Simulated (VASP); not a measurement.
Band structure of HgS (cinnabar). Calculation: PBEsol GGA with spin-orbit coupling, VASP's PBE PAW potentials (set 64) (plane waves; VASP).

The path is coarsely sampled, so an indirect gap can come out somewhat too large. Without a dispersion term in the relaxation, distances and binding between the weakly bound layers, chains or molecules are unreliable, and so is what depends on them.

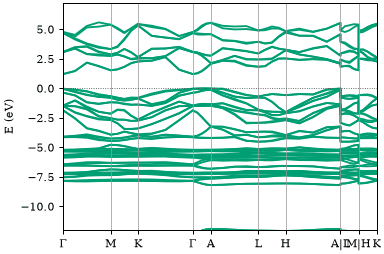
Figure: Bands along high-symmetry lines, zero at the valence-band maximum or, without a gap, the Fermi level

Task: Read the plot: is there a gap, and where are the band edges?

Result: The gap is indirect, 1.20 eV, from the valence maximum at Γ-A at 0.50 to the conduction minimum at Γ.

The compound is HgS in the cinnabar structure. It was relaxed first.
